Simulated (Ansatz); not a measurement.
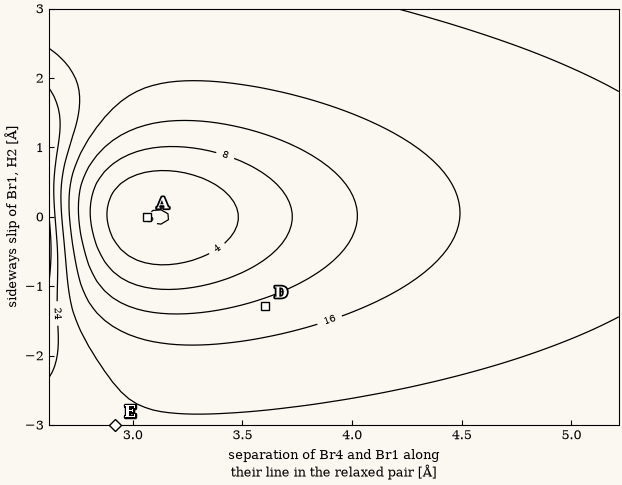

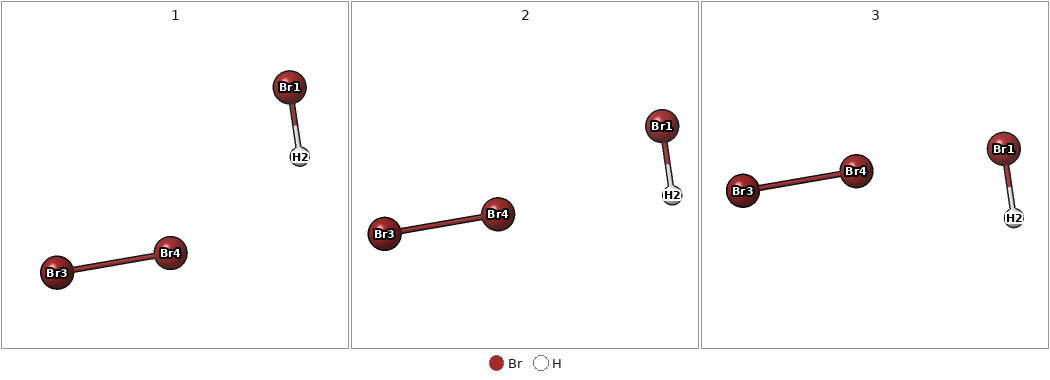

The pair BrH···Br₂. First axis: separation of Br4 and Br1 along their line in the relaxed pair. Second axis: sideways slip of Br1, H2. Nothing is relaxed (both partners rigid). The scan uses a 15 × 15 grid. Points are written as (first, second). All energies are given in kJ/mol relative to the lowest grid point. Level of theory: RKS PBE-D4/def2-SVPD (Ansatz 0.2.0).

The picture shows contour lines labelled in kJ/mol, lettered points. Between grid points the surface is interpolated. The numbered pictures are the structures at these points, in random order.

**Which structure belongs to which point?**

A is structure 3: (3.066 Å, 0.00 Å), 0.0 kJ/mol; D is structure 2: (3.601 Å, −1.29 Å), 12.9 kJ/mol; E is structure 1: (2.917 Å, −3.00 Å), 20.4 kJ/mol.
